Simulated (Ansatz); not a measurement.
# CH4Si (SMILES C=[SiH2]): CCSDT/STO-3G

What is the energy change on altering one bond length of CH4Si at CCSDT/STO-3G? 

The results are computed with Ansatz 0.2.0.

43 further runs of the same task are left out: 43 set aside as unsound or not needed.

## (1) The molecule

CH4Si: 6 atoms, total charge 0, spin state singlet. As SMILES, `C=[SiH2]`. Geometry: relaxed at GFN2-xTB.

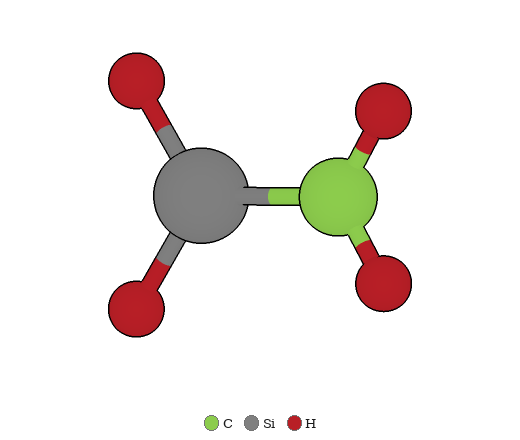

Viewed from a chosen angle; carbon green, silicon grey, hydrogen red.

## (2) A single-point energy at CCSDT/STO-3G

Input file run.yaml:

```yaml
crystal:
  periodic: [false, false, false]
  atoms:
    - {symbol: C, position_ang: [-0.738690, -0.547160, -0.265100]}
    - {symbol: Si, position_ang: [0.611270, 0.451760, 0.218260]}
    - {symbol: H, position_ang: [-1.408510, -0.996610, 0.448130]}
    - {symbol: H, position_ang: [-0.962920, -0.758160, -1.296740]}
    - {symbol: H, position_ang: [0.952980, 0.765970, 1.600750]}
    - {symbol: H, position_ang: [1.545870, 1.084200, -0.705300]}
basis:
  gaussian: {orbitals: STO-3G}
magnetization: {spin_polarized: false, initial_magnetization: 0}
correlation: {method: ccsdt, frozen_orbitals: {C: 1, H: 0, Si: 5}}
accuracy: high
scf: {omitted_lower_state_checks: [cluster_reference, increment]}
```

Launch:

```console
$ ansatz run run.yaml --threads 1 --pin off --max-ram 2610MiB --events-out events.jsonl --progress --plain --runs-dir runs
```

Log:

```text
Warning: RAYON_NUM_THREADS=1 ignored (pool sized by the plan → 1); use --threads N
Functional definition: HF
  name "HF"
  exchange = exact_x
  correlation = 0
these checks for a lower state are left out or cut short: cluster_reference, increment
310 factors; integrals over basis functions are off by at most 1.1e-8 eV
mean field evaluation 1: about -8848.6178 eV, gradient 1.5e1 eV
mean field evaluation 2: about -8848.6331 eV, gradient 1.5e1 eV
mean field evaluation 4: about -8849.5159 eV, gradient 1.2e0 eV
mean field evaluation 8: about -8849.5255 eV, gradient 1.7e-2 eV
mean field -8849.52545805 eV, -325.2140621594 hartree, gradient 2.9e-8 eV, S^2 0.000000; 0 other end points of the search recorded, 0 dependent functions left out; unrestricted orbitals would lower it
6 core orbitals not correlated: weight in the atoms' cores, before any rotation towards them, 0.999 or more for the frozen orbitals, at most 0.000 for the correlated occupied ones
reference -8849.52545805 eV, -325.2140621594 hartree; 6, 6 occupied and 6, 6 virtual orbitals, 310 factors
second order -3.33090544 eV of doubles, -0.00000000 eV of singles
cycle   1  -3.91202271 eV  change   -5.8e-1 eV  update   9.4e-2
cycle   2  -4.31036330 eV  change   -4.0e-1 eV  update   4.4e-2
cycle   3  -4.45974353 eV  change   -1.5e-1 eV  update   2.0e-2
cycle   4  -4.46843959 eV  change   -8.7e-3 eV  update   6.1e-3
cycle   5  -4.46810333 eV  change    3.4e-4 eV  update   1.6e-3
cycle   6  -4.46724994 eV  change    8.5e-4 eV  update   5.1e-4
cycle   7  -4.46686840 eV  change    3.8e-4 eV  update   1.5e-4
cycle   8  -4.46688460 eV  change   -1.6e-5 eV  update   4.5e-5
cycle   9  -4.46692025 eV  change   -3.6e-5 eV  update   1.4e-5
cycle  10  -4.46691693 eV  change    3.3e-6 eV  update   3.5e-6
cycle  11  -4.46691434 eV  change    2.6e-6 eV  update   1.3e-6
cycle  12  -4.46691525 eV  change   -9.1e-7 eV  update   4.3e-7
cycle  13  -4.46691590 eV  change   -6.4e-7 eV  update   1.6e-7
cycle  14  -4.46691620 eV  change   -3.0e-7 eV  update   1.4e-7
cycle  15  -4.46691669 eV  change   -4.9e-7 eV  update   1.0e-7
cycle  16  -4.46691673 eV  change   -3.4e-8 eV  update   3.9e-8
cycle  17  -4.46691468 eV  change    2.0e-6 eV  update   4.0e-7
cycle  18  -4.46691388 eV  change    8.0e-7 eV  update   1.7e-7
cycle  19  -4.46691394 eV  change   -6.3e-8 eV  update   4.7e-8
cycle  20  -4.46691377 eV  change    1.8e-7 eV  update   3.1e-8
cycle  21  -4.46691374 eV  change    2.9e-8 eV  update   5.6e-9
cycle  22  -4.46691375 eV  change   -1.3e-8 eV  update   2.6e-9
cycle  23  -4.46691375 eV  change   -2.4e-9 eV  update  6.7e-10
cycle  24  -4.46691375 eV  change   5.1e-10 eV  update  2.4e-10
Total energy: -8853.99237180 eV, -325.3782182120 hartree
Checks for a lower state left out: cluster_reference, increment
```

Run time: 0.26 s. Hardware: 1 thread of Arm Neoverse V1, shared host.

## (3) The distorted shape, same level

Input file input.yaml:

```yaml
crystal:
  periodic: [false, false, false]
  atoms:
    - symbol: C
      position_ang: [-0.972352, -0.705278, -0.034198]
    - symbol: Si
      position_ang: [0.377608, 0.293642, 0.449162]
    - symbol: H
      position_ang: [-1.642172, -1.154728, 0.679032]
    - symbol: H
      position_ang: [-1.196582, -0.916278, -1.065838]
    - symbol: H
      position_ang: [0.719318, 0.607852, 1.831652]
    - symbol: H
      position_ang: [1.545870, 1.084200, -0.705300]
basis:
  gaussian: {orbitals: STO-3G}
scf: {omitted_lower_state_checks: [cluster_reference, increment]}
correlation: {method: ccsdt, frozen_orbitals: {C: 1, H: 0, Si: 5}}
accuracy: high
```

Launch:

```console
$ ansatz run input.yaml --threads 1 --pin off --max-ram 2610MiB --events-out events.jsonl --progress --plain --runs-dir runs
```

Log:

```text
Warning: RAYON_NUM_THREADS=1 ignored (pool sized by the plan → 1); use --threads N
Functional definition: HF
  name "HF"
  exchange = exact_x
  correlation = 0
these checks for a lower state are left out or cut short: cluster_reference, increment
310 factors; integrals over basis functions are off by at most 1.2e-8 eV
mean field evaluation 1: about -8846.9812 eV, gradient 1.6e1 eV
mean field evaluation 2: about -8846.9913 eV, gradient 1.6e1 eV
mean field evaluation 4: about -8847.9800 eV, gradient 1.3e0 eV
mean field evaluation 8: about -8847.9921 eV, gradient 1.9e-2 eV
mean field -8847.99212439 eV, -325.1577131868 hartree, gradient 4.9e-8 eV, S^2 0.000000; 1 other end points of the search recorded, 0 dependent functions left out; unrestricted orbitals would lower it
6 core orbitals not correlated: weight in the atoms' cores, before any rotation towards them, 1.000 or more for the frozen orbitals, at most 0.000 for the correlated occupied ones
reference -8847.99212439 eV, -325.1577131868 hartree; 6, 6 occupied and 6, 6 virtual orbitals, 310 factors
second order -3.55719236 eV of doubles, -0.00000000 eV of singles
cycle   1  -4.21816671 eV  change   -6.6e-1 eV  update   1.0e-1
cycle   2  -4.68329296 eV  change   -4.7e-1 eV  update   4.9e-2
cycle   3  -4.85978336 eV  change   -1.8e-1 eV  update   2.2e-2
cycle   4  -4.87444736 eV  change   -1.5e-2 eV  update   7.5e-3
cycle   5  -4.87626453 eV  change   -1.8e-3 eV  update   2.9e-3
cycle   6  -4.87611575 eV  change    1.5e-4 eV  update   9.8e-4
cycle   7  -4.87561197 eV  change    5.0e-4 eV  update   4.0e-4
cycle   8  -4.87566767 eV  change   -5.6e-5 eV  update   1.6e-4
cycle   9  -4.87585774 eV  change   -1.9e-4 eV  update   6.2e-5
cycle  10  -4.87585385 eV  change    3.9e-6 eV  update   2.1e-5
cycle  11  -4.87585005 eV  change    3.8e-6 eV  update   8.6e-6
cycle  12  -4.87585266 eV  change   -2.6e-6 eV  update   2.7e-6
cycle  13  -4.87585406 eV  change   -1.4e-6 eV  update   1.0e-6
cycle  14  -4.87585473 eV  change   -6.7e-7 eV  update   3.0e-7
cycle  15  -4.87585478 eV  change   -4.5e-8 eV  update   9.5e-8
cycle  16  -4.87585487 eV  change   -9.3e-8 eV  update   5.0e-8
cycle  17  -4.87585485 eV  change    2.3e-8 eV  update   2.4e-8
cycle  18  -4.87585114 eV  change    3.7e-6 eV  update   5.9e-7
cycle  19  -4.87584973 eV  change    1.4e-6 eV  update   2.6e-7
cycle  20  -4.87584931 eV  change    4.2e-7 eV  update   8.7e-8
cycle  21  -4.87584916 eV  change    1.5e-7 eV  update   3.6e-8
cycle  22  -4.87584913 eV  change    2.6e-8 eV  update   1.5e-8
cycle  23  -4.87584915 eV  change   -1.7e-8 eV  update   6.1e-9
cycle  24  -4.87584915 eV  change   -3.3e-9 eV  update   2.5e-9
cycle  25  -4.87584915 eV  change    1.1e-9 eV  update  7.4e-10
Total energy: -8852.86797354 eV, -325.3368973380 hartree
Checks for a lower state left out: cluster_reference, increment
```

It took 0.26 s on 1 thread of Arm Neoverse V1, shared host.

## (4) Outcome

Level: CCSDT/STO-3G, 6 core orbitals frozen.

| quantity | value |
| --- | --- |
| first shape: total energy | -325.37822 Eh |
| first shape: correlation energy (6 core orbitals frozen) | -164.2 mEh |
| first shape: T1 diagnostic | 0.015 |
| distorted shape: total energy | -325.33690 Eh |
| distorted shape: correlation energy (6 core orbitals frozen) | -179.2 mEh |
| distorted shape: T1 diagnostic | 0.016 |
| energy change with the Si2–H6 bond stretched from 1.458 to 1.823 Å | 1.124 eV |

With the Si2–H6 bond stretched from 1.458 to 1.823 Å the energy rises by 1.12 eV (108 kJ/mol). The first shape isn't relaxed at this level, so the change isn't measured from a minimum. The minimal basis adds a large error of its own. The restricted solution (first shape) is unstable to spin breaking: an unrestricted one lies lower. The restricted solution (distorted shape) is unstable to spin breaking: an unrestricted one lies lower.
